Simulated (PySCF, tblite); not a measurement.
# C₂H₁₀OSi₂: a rotation path, then NMR shifts on frames, part 2 of 2

tblite 0.8.0 and PySCF 2.14.0. Atoms count from 0. The steps go on from the part before.

## (5) NMR shieldings: image 5, PBE0/pcSseg-1

Job settings and geometry (Å):

```
{"job": {"kind": "nmr", "xc": "PBE0", "basis": "pcSseg-1", "pop": false}, "charge": 0, "multiplicity": 1}
C     -1.448100     1.399900    -0.273900
O     -1.544100     0.011200    -0.134900
C     -0.932800    -0.504800     1.052400
Si     0.699000    -1.378800     0.556800
Si     1.833400    -0.124900    -1.018000
H     -2.020000     1.919200     0.507000
H     -0.407500     1.745800    -0.235700
H     -1.867900     1.643700    -1.248800
H     -1.645900    -1.208400     1.489600
H     -0.788900     0.296300     1.783100
H      1.434100    -1.619200     1.810100
H      0.319700    -2.703400     0.049300
H      3.096800    -0.764000    -1.395800
H      2.192100     1.217500    -0.535200
H      1.075800     0.077800    -2.255200
```

Method: GIAO PBE0/pcSseg-1 NMR shielding, non-relativistic, gas phase.

The log of the run:

```text
coarse grid: 12712 points
cycle   1  E = -735.8412766701  dE =  1.485e-01  |g| = 5.123e-01  |ddm| = 3.236e+00
cycle   2  E = -735.7800104396  dE =  6.127e-02  |g| = 7.729e-01  |ddm| = 1.333e+00
cycle   3  E = -735.8916534150  dE = -1.116e-01  |g| = 6.022e-02  |ddm| = 9.188e-01
cycle   4  E = -735.8922372619  dE = -5.838e-04  |g| = 1.968e-02  |ddm| = 4.608e-02
cycle   5  E = -735.8923261139  dE = -8.885e-05  |g| = 6.425e-03  |ddm| = 2.095e-02
cycle   6  E = -735.8923360538  dE = -9.940e-06  |g| = 1.168e-03  |ddm| = 6.977e-03
final grid: 111200 points
cycle   7  E = -735.9313607536  dE = -1.489e-05  |g| = 1.049e-02  |ddm| = 1.965e-02
cycle   8  E = -735.9313403394  dE =  2.041e-05  |g| = 1.501e-02  |ddm| = 1.494e-02
cycle   9  E = -735.9313812050  dE = -4.087e-05  |g| = 1.149e-03  |ddm| = 9.469e-03
cycle  10  E = -735.9313814960  dE = -2.910e-07  |g| = 1.552e-04  |ddm| = 1.325e-03
cycle  11  E = -735.9313815013  dE = -5.331e-09  |g| = 4.936e-05  |ddm| = 2.108e-04
cycle  12  E = -735.9313815019  dE = -5.698e-10  |g| = 1.665e-05  |ddm| = 5.597e-05
converged SCF energy = -735.9313815019

GIAO shielding tensors (ppm)
atom      isotropic    diamagn.    paramagn.     s11        s22        s33       span
  0 C      124.521     246.045    -121.524     90.362    102.669    180.531     90.169
  1 O      344.369     396.726     -52.358    307.358    346.992    378.756     71.398
  2 C      124.057     250.107    -126.050     85.389     94.766    192.017    106.629
  3 Si     429.436     880.409    -450.973    392.262    425.907    470.137     77.876
  4 Si     469.236     880.244    -411.008    461.269    468.446    477.992     16.723
  5 H       28.445      29.276      -0.831     24.266     26.311     34.759     10.493
  6 H       28.605      32.052      -3.448     23.552     29.399     32.862      9.311
  7 H       28.039      29.529      -1.491     24.632     24.993     34.491      9.859
  8 H       27.327      29.802      -2.475     22.817     26.627     32.538      9.721
  9 H       28.907      31.608      -2.701     24.508     28.667     33.547      9.039
 10 H       27.843      29.053      -1.210     24.425     25.464     33.640      9.215
 11 H       27.735      29.288      -1.553     24.164     25.823     33.219      9.055
 12 H       28.318      28.682      -0.365     24.854     25.584     34.515      9.661
 13 H       28.170      29.666      -1.496     24.833     26.485     33.191      8.357
 14 H       28.101      29.903      -1.802     24.607     26.721     32.976      8.369
```

It took 34 s on 1 thread, shared host.

This run: δ C2 62.9, C0 62.4, O1 -8.3, Si3 -80.3, H8 4.39, H11 3.98 ppm.

## (6) NMR shieldings: image 6, PBE0/pcSseg-1

Job settings and geometry (Å):

```
{"job": {"kind": "nmr", "xc": "PBE0", "basis": "pcSseg-1", "pop": false}, "charge": 0, "multiplicity": 1}
C     -1.426000     1.326000    -0.311000
O     -1.766400     0.011700     0.022100
C     -1.009300    -0.516400     1.107400
Si     0.648100    -1.295600     0.521400
Si     1.875100    -0.057900    -1.000300
H     -1.659700     2.018400     0.509900
H     -0.359900     1.425500    -0.553200
H     -2.017000     1.587500    -1.187500
H     -1.641400    -1.292700     1.545100
H     -0.875000     0.255400     1.876100
H      1.388600    -1.554400     1.766900
H      0.283800    -2.603900    -0.037300
H      3.116200    -0.749700    -1.356800
H      2.275200     1.263000    -0.493500
H      1.163300     0.191100    -2.258700
```

Level: GIAO PBE0/pcSseg-1 NMR shielding, non-relativistic, gas phase.

The log of the run:

```text
coarse grid: 12712 points
cycle   1  E = -735.8419728110  dE =  1.548e-01  |g| = 5.109e-01  |ddm| = 3.238e+00
cycle   2  E = -735.7786769356  dE =  6.330e-02  |g| = 7.769e-01  |ddm| = 1.300e+00
cycle   3  E = -735.8921127597  dE = -1.134e-01  |g| = 6.003e-02  |ddm| = 8.825e-01
cycle   4  E = -735.8926937431  dE = -5.810e-04  |g| = 1.914e-02  |ddm| = 4.564e-02
cycle   5  E = -735.8927781190  dE = -8.438e-05  |g| = 6.482e-03  |ddm| = 2.144e-02
cycle   6  E = -735.8927884488  dE = -1.033e-05  |g| = 1.165e-03  |ddm| = 7.027e-03
cycle   7  E = -735.8927888022  dE = -3.533e-07  |g| = 2.698e-04  |ddm| = 1.368e-03
final grid: 111200 points
cycle   8  E = -735.9318509030  dE = -1.649e-05  |g| = 1.014e-02  |ddm| = 2.018e-02
cycle   9  E = -735.9318317394  dE =  1.916e-05  |g| = 1.460e-02  |ddm| = 1.418e-02
cycle  10  E = -735.9318693670  dE = -3.763e-05  |g| = 1.103e-03  |ddm| = 9.212e-03
cycle  11  E = -735.9318696353  dE = -2.682e-07  |g| = 1.699e-04  |ddm| = 1.264e-03
cycle  12  E = -735.9318696419  dE = -6.605e-09  |g| = 4.173e-05  |ddm| = 2.172e-04
cycle  13  E = -735.9318696423  dE = -4.152e-10  |g| = 1.658e-05  |ddm| = 5.734e-05
converged SCF energy = -735.9318696423

GIAO shielding tensors (ppm)
atom      isotropic    diamagn.    paramagn.     s11        s22        s33       span
  0 C      124.406     246.852    -122.447     92.471    102.469    178.277     85.806
  1 O      334.738     394.951     -60.212    302.079    328.480    373.655     71.576
  2 C      122.606     249.458    -126.853     82.708     96.977    188.131    105.423
  3 Si     438.150     880.383    -442.233    410.428    434.653    469.367     58.939
  4 Si     467.003     880.062    -413.059    458.986    463.676    478.346     19.359
  5 H       28.618      29.752      -1.134     24.587     26.756     34.511      9.924
  6 H       28.611      32.488      -3.877     23.402     29.871     32.559      9.157
  7 H       27.980      29.413      -1.433     24.409     25.300     34.231      9.821
  8 H       27.219      29.533      -2.313     22.477     26.950     32.230      9.753
  9 H       28.660      31.107      -2.447     23.800     28.581     33.597      9.797
 10 H       28.060      29.094      -1.034     24.658     25.728     33.794      9.136
 11 H       27.873      29.301      -1.429     24.149     25.951     33.518      9.369
 12 H       28.155      28.696      -0.540     24.494     25.422     34.550     10.056
 13 H       28.097      29.583      -1.486     24.885     26.301     33.106      8.221
 14 H       28.059      29.811      -1.753     24.565     26.660     32.951      8.386
```

It took 34 s on 1 thread, shared host.

This run: δ C2 64.3, C0 62.5, O1 1.3, Si3 -89.0, H8 4.50, H11 3.84 ppm.

## (7) NMR shieldings: image 8, PBE0/pcSseg-1

Job settings and geometry (Å):

```
{"job": {"kind": "nmr", "xc": "PBE0", "basis": "pcSseg-1", "pop": false}, "charge": 0, "multiplicity": 1}
C     -1.572100     1.139200    -0.416500
O     -1.918100     0.102700     0.455600
C     -0.846500    -0.358400     1.262900
Si     0.501500    -1.337200     0.299800
Si     2.000900     0.033800    -0.809700
H     -1.122800     1.983500     0.123600
H     -0.866100     0.807500    -1.190000
H     -2.496500     1.466300    -0.891000
H     -1.323000    -1.008500     1.999200
H     -0.409500     0.488800     1.813100
H      1.168200    -2.152900     1.326200
H     -0.222400    -2.262200    -0.579400
H      3.375300    -0.461200    -0.709800
H      2.019800     1.408400    -0.290800
H      1.706900     0.158200    -2.242400
```

With the program's defaults for keys left out, this is: GIAO PBE0/pcSseg-1 NMR shielding, non-relativistic, gas phase.

The log of the run:

```text
coarse grid: 12712 points
cycle   1  E = -735.8410841304  dE =  1.566e-01  |g| = 5.125e-01  |ddm| = 3.225e+00
cycle   2  E = -735.7762173458  dE =  6.487e-02  |g| = 7.814e-01  |ddm| = 1.166e+00
cycle   3  E = -735.8917181023  dE = -1.155e-01  |g| = 5.837e-02  |ddm| = 7.890e-01
cycle   4  E = -735.8922577137  dE = -5.396e-04  |g| = 1.897e-02  |ddm| = 4.159e-02
cycle   5  E = -735.8923395381  dE = -8.182e-05  |g| = 6.391e-03  |ddm| = 2.065e-02
cycle   6  E = -735.8923495192  dE = -9.981e-06  |g| = 1.135e-03  |ddm| = 6.789e-03
final grid: 111200 points
cycle   7  E = -735.9312627842  dE = -1.455e-05  |g| = 1.065e-02  |ddm| = 1.790e-02
cycle   8  E = -735.9312413064  dE =  2.148e-05  |g| = 1.530e-02  |ddm| = 1.474e-02
cycle   9  E = -735.9312839777  dE = -4.267e-05  |g| = 1.104e-03  |ddm| = 8.946e-03
cycle  10  E = -735.9312842436  dE = -2.659e-07  |g| = 1.575e-04  |ddm| = 1.152e-03
cycle  11  E = -735.9312842490  dE = -5.370e-09  |g| = 4.796e-05  |ddm| = 2.031e-04
cycle  12  E = -735.9312842495  dE = -5.182e-10  |g| = 1.704e-05  |ddm| = 5.461e-05
converged SCF energy = -735.9312842495

GIAO shielding tensors (ppm)
atom      isotropic    diamagn.    paramagn.     s11        s22        s33       span
  0 C      124.206     247.870    -123.664     93.029    101.380    178.210     85.181
  1 O      321.161     393.001     -71.840    274.694    319.914    368.875     94.181
  2 C      121.444     249.644    -128.200     83.273     99.355    181.704     98.431
  3 Si     434.255     880.822    -446.567    402.808    429.907    470.051     67.244
  4 Si     466.021     880.378    -414.356    449.722    463.340    485.002     35.281
  5 H       28.694      30.786      -2.091     25.018     27.301     33.764      8.746
  6 H       28.501      32.232      -3.731     24.485     28.572     32.445      7.959
  7 H       27.781      28.938      -1.157     23.828     25.642     33.874     10.046
  8 H       27.226      29.620      -2.394     22.116     27.275     32.287     10.172
  9 H       28.447      31.347      -2.900     23.808     28.790     32.742      8.934
 10 H       28.020      29.444      -1.423     24.551     26.027     33.484      8.933
 11 H       27.792      29.388      -1.596     24.630     25.635     33.111      8.480
 12 H       28.201      28.865      -0.664     24.489     25.583     34.531     10.042
 13 H       28.252      29.840      -1.589     24.766     27.039     32.949      8.183
 14 H       28.183      29.343      -1.160     25.087     25.972     33.490      8.403
```

Run time: 35 s. Hardware: 1 thread, shared host.

Key values: δ C2 65.5, C0 62.7, O1 14.9, Si3 -85.1, H8 4.49, H7 3.94 ppm.

## (8) Run by run: NMR shifts

Shifts (ppm) of some atoms, chosen among heavy atoms and hydrogens apart, with basis size and wall time:

```csv
frame,C0,C2,H8,H9,O1,Si3,Si4,functions,time
image 0,65.4,63.1,3.51,3.14,15.4,-73.5,-118.7,149,56 s
image 2,64.7,62.5,3.88,2.80,10.7,-70.1,-118.1,149,36 s
image 5,62.4,62.9,4.39,2.81,-8.3,-80.3,-120.1,149,34 s
image 6,62.5,64.3,4.50,3.06,1.3,-89.0,-117.8,149,34 s
image 8,62.7,65.5,4.49,3.27,14.9,-85.1,-116.9,149,35 s
```

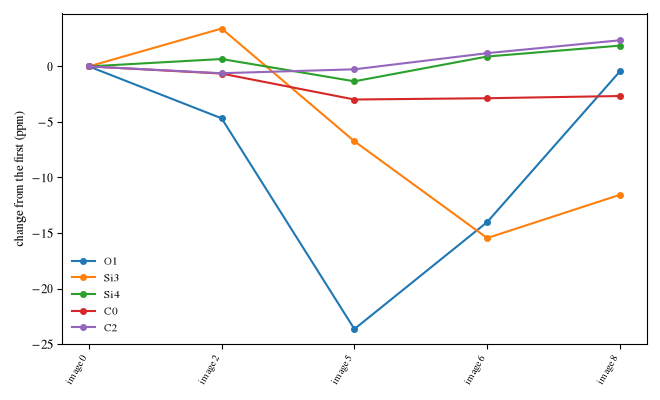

How five of the tabulated atoms move from run to run.

## (9) Outcome

The summary covers parts 1 to 2.

```
                                        quantity                                                           value
                                         barrier                              0.118 eV (2.7 kcal/mol) at image 5
                           end to end (GFN2-xTB)                                                        0.089 eV
 ¹³C shifts against TMS (PBE0/pcSseg-1, image 0)                                                  65.4, 63.1 ppm
  ¹H shifts against TMS (PBE0/pcSseg-1, image 0)  4.06, 3.97, 3.91, 3.55, 3.51, 3.37, 3.35, 3.28, 3.28, 3.14 ppm
 ¹⁷O shifts against H2O (PBE0/pcSseg-1, image 0)                                                        15.4 ppm
²⁹Si shifts against TMS (PBE0/pcSseg-1, image 0)                                               -73.5, -118.7 ppm
           surface potential, 1st and 99th percentile                                              -1.14 V and 0.83 V
                        range of the shift of O1                                                -8.3 to 15.4 ppm
```

In words: Along the band the dihedral turns by 108°, and the top (dihedral -106°) lies 2.7 kcal/mol above the start (GFN2-xTB, rough), so at room temperature this motion is fast. The top was not checked by a frequency run. Shifts at one fixed geometry are not the observed spectrum, which averages over the motion. Across the 5 runs the shift of O1 moves most, between -8.3 (image 5) and 15.4 ppm (image 0).
